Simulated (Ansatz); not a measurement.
**CH4O···H2Te (SMILES CO.[TeH2]): density, localisation and related maps**

Input

```
crystal:
  periodic: [false, false, false]
  atoms:
    - {symbol: C, position_ang: [-0.071992, 0.550089, -1.375414]}
    - {symbol: O, position_ang: [-0.441557, -0.682471, -0.792967]}
    - {symbol: H, position_ang: [-0.673886, 1.320912, -0.894085]}
    - {symbol: H, position_ang: [-0.276558, 0.571977, -2.451732]}
    - {symbol: H, position_ang: [0.985808, 0.786093, -1.209795]}
    - {symbol: H, position_ang: [0.084364, -1.383273, -1.184588]}
    - {symbol: Te, position_ang: [-0.500379, -0.672344, 2.268613]}
    - {symbol: H, position_ang: [0.952399, -0.048554, 1.782685]}
    - {symbol: H, position_ang: [-0.058099, -0.442530, 3.857283]}
basis:
  gaussian: {orbitals: "def2-TZVPPD.json"}
hamiltonian: {xc: pbe0, dispersion: d4}
output: {orbitals: {seedname: orbitals}}
```

Command:

```sh
ansatz run in.yaml --threads 4 --pin off --events-out ev --progress --plain --max-ram 9574MiB
```

Geometry: PBE0-D4/def2-TZVP; core potentials replace the inner electrons of Te.

Level of theory: RKS PBE0-D4/def2-TZVPPD in Ansatz.

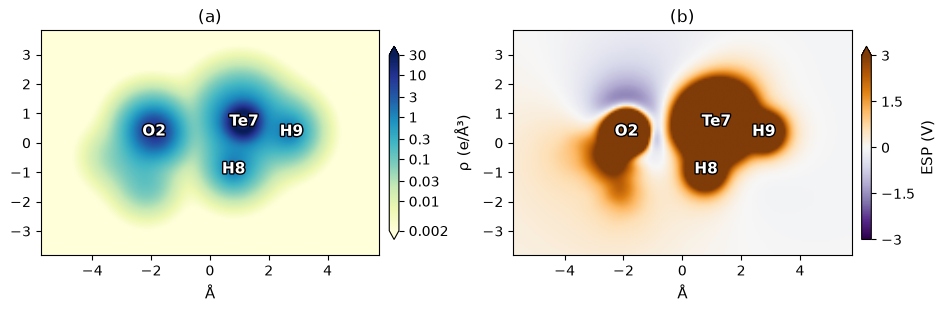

Figure 1. (a) electron density; (b) electrostatic potential on the plane of atoms H8, Te7 and H9.

What do the fields say about this system?

Answer. Atoms in the plane: O, Te and H. Te7···O2 (3.06 Å): the density falls to about 0.09 e/Å³ on the way: a weak contact between the two molecules. Te–H (1.65 Å): ρ at the midpoint is about 1.3 e/Å³. Outside the dense part of the complex the potential is most negative (−1.6 V) near O2.

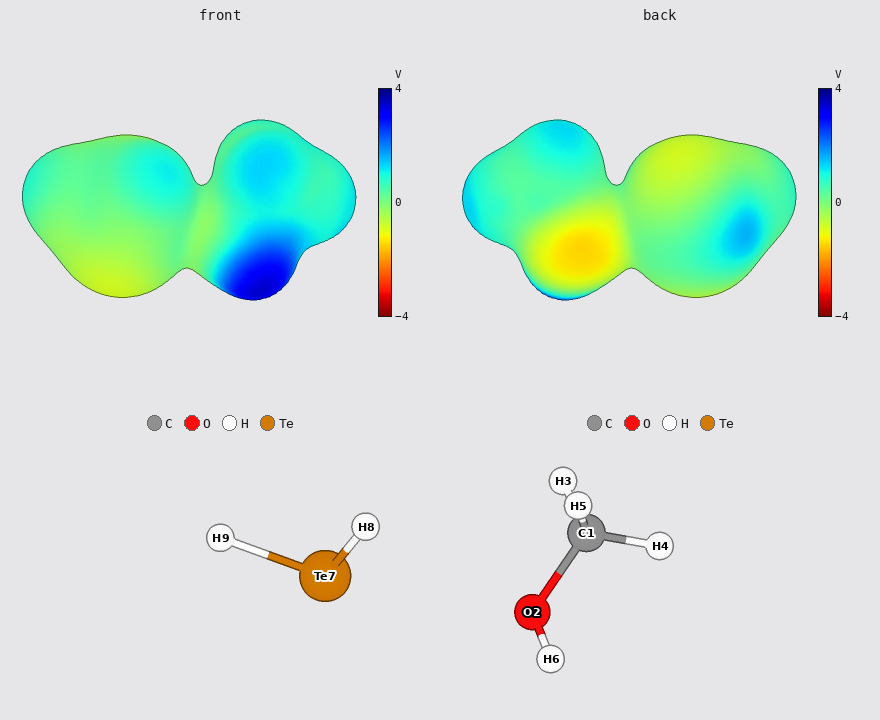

Figure 2. The molecular electrostatic potential painted on the density surface at 0.004 e/bohr³, seen from the front and from behind; red is negative and blue positive. The bare structure is drawn below in the same view.

Where is the surface potential most negative and most positive?

Answer. The most negative region (about −1.4 V) lies over O2, the most positive (about +3.3 V) over H6. O2 is the likeliest acceptor of a hydrogen bond.

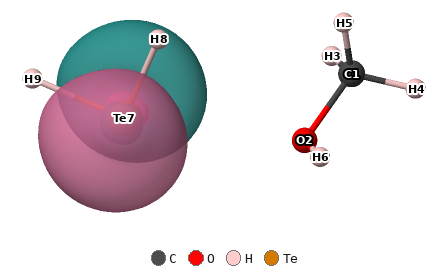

Figure 3. One frontier orbital at ±0.15 Å⁻³ᐟ² (teal and pink are the two phases), seen at a tilt.

Which orbital is it: HOMO or LUMO?

Answer. The HOMO, at −6.21 eV. It lies mainly on Te7 (about 95 %).
